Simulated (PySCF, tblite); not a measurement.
# C₃H₁₁BSi₂: geometry, infrared bands and NMR shifts

Aim: predict the infrared bands and NMR shifts of C₃H₁₁BSi₂ (`[SiH3]BC1C[SiH2]C1`).

Computed with tblite 0.8.0 and PySCF 2.14.0, with density-fitted response routines of our own, on a single molecule in the gas phase. Atoms count from 0, in the outputs and in this text.

## 1. Starting geometry

17 atoms, charge 0, multiplicity 1; geometry from: force field or distance geometry start.

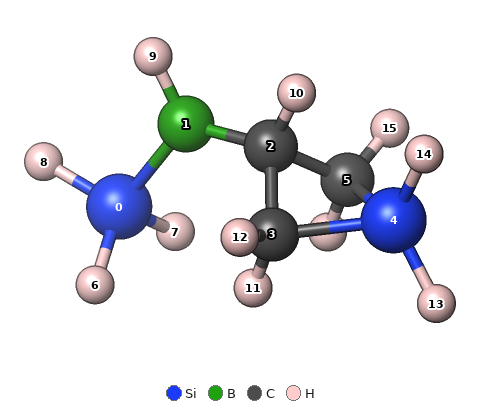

As it starts; silicon blue, boron green, carbon dark grey, hydrogen pink, atoms numbered.

## 2. Relaxing the molecule with GFN2-xTB

What the job is given:

```
{"job": {"kind": "relax", "xc": "GFN2-xTB", "basis": "xTB"}, "charge": 0, "multiplicity": 1}
Si     2.554400    -0.370700     0.589600
B      1.262600     0.880800    -0.161500
C     -0.275600     0.661000    -0.173000
C     -0.739400    -0.756200    -0.459400
Si    -2.390800    -0.219300     0.254100
C     -0.965100     0.506100     1.177300
H      2.431100    -1.717700     0.060700
H      2.304300    -0.407600     2.051100
H      3.910200     0.181700     0.425700
H      1.678700     1.757700    -0.830600
H     -0.865400     1.424900    -0.754200
H     -0.214600    -1.495500     0.213100
H     -0.768200    -1.041300    -1.516700
H     -3.076200    -1.340100     0.839800
H     -3.159300     0.705800    -0.579600
H     -1.256100     1.461600     1.676400
H     -0.437400    -0.219200     1.826800
```

Launch:

```
$ OMP_NUM_THREADS=1 python probes_run.py task.json out
```

This one command runs all jobs of the session in turn.

**Question.** This job is followed by: GFN2-xTB harmonic vibrations, gas phase; GIAO PBE0/pcSseg-1 NMR shielding, non-relativistic, gas phase. What will the session give for the following? strongest single infrared mode (GFN2-xTB); zero-point energy (GFN2-xTB); ¹³C shifts against TMS (PBE0/pcSseg-1, means over atoms taken as alike); ¹H shifts against TMS (PBE0/pcSseg-1, means over atoms taken as alike); ²⁹Si shifts against TMS (PBE0/pcSseg-1); ¹¹B shifts against BF3·OEt2 (PBE0/pcSseg-1).

The runs gave:

```
                                                               quantity                                         value
                              strongest single infrared mode (GFN2-xTB)                         2243 cm⁻¹, 410 km/mol
                                           zero-point energy (GFN2-xTB)                                 77.1 kcal/mol
¹³C shifts against TMS (PBE0/pcSseg-1, means over atoms taken as alike)                                 37.2, 5.0 ppm
 ¹H shifts against TMS (PBE0/pcSseg-1, means over atoms taken as alike)  7.98, 5.07, 4.86, 3.82, 3.64, 1.31, 1.21 ppm
                                ²⁹Si shifts against TMS (PBE0/pcSseg-1)                             -34.9, -128.9 ppm
                            ¹¹B shifts against BF3·OEt2 (PBE0/pcSseg-1)                                      79.8 ppm
```

**Reading.** Over 113 steps the energy fell by 1.169 eV; of the close pairs, Si4–C5 changed most, 1.847 to 1.913 Å. The lowest mode is imaginary (63i cm⁻¹), so the xTB geometry is not a minimum. The strongest single mode, at 2243 cm⁻¹, moves mainly H14. Unscaled tight-binding wavenumbers are off by several per cent, some by more. Its intensities can rank the bands wrongly. At PBE0/pcSseg-1: The widest tensor belongs to B1: span 200 ppm, with a paramagnetic part of -174 ppm.
